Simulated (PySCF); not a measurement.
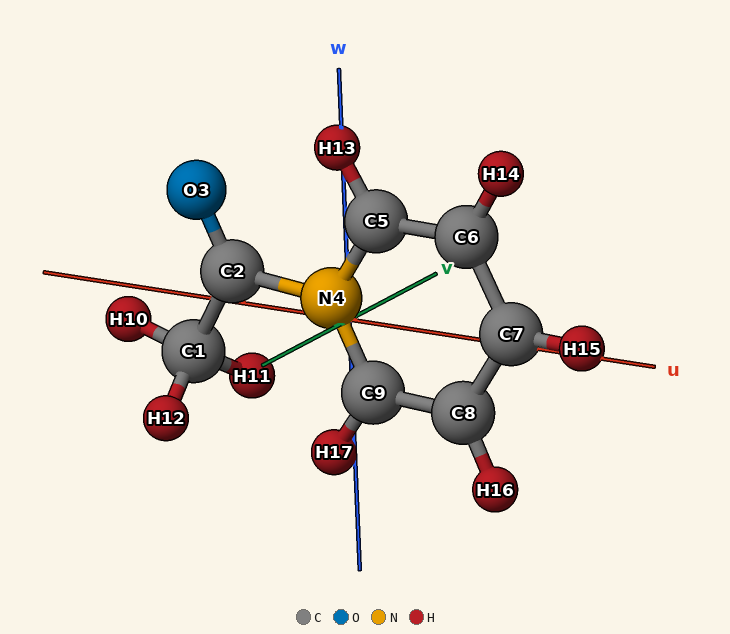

The lines u, v and w are the principal axes of the static dipole polarisability. State: charge +1, singlet. Computed geometry: GFN2-xTB optimisation. No frequency run is at hand to confirm it as a minimum. Method: PBE0/def2-SVPD (PySCF 2.14.0).

### Along which axis is the molecule most polarisable, and along which least?

Most along u (nearly parallel to the C5–C6 bond), least along v.

### Give the three principal values.

u 107.1, v 49.1, w 89.7 bohr³; mean 81.9, anisotropy 51.6 bohr³.
